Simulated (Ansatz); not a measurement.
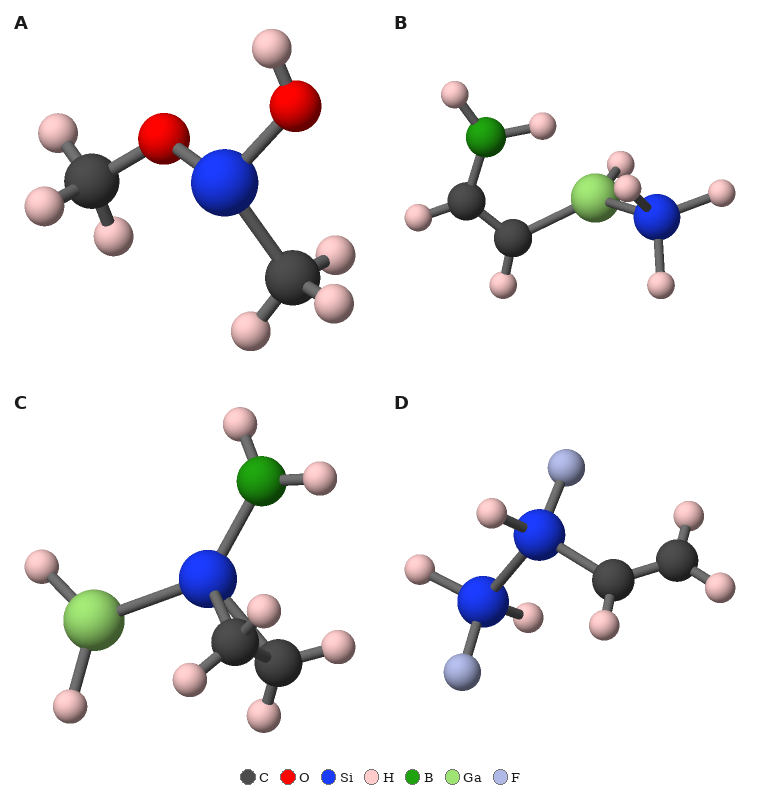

Figure made from data computed with Ansatz.

Question: Which panel belongs to which SMILES?
(1) CO[Si](C)O
(2) B[Si]1([GaH2])CC1
(3) B/C=[CH]\[GaH][SiH3]
(4) C=C[Si@@H](F)[SiH2]F

Answer: A is (1), B is (3), C is (2), D is (4).
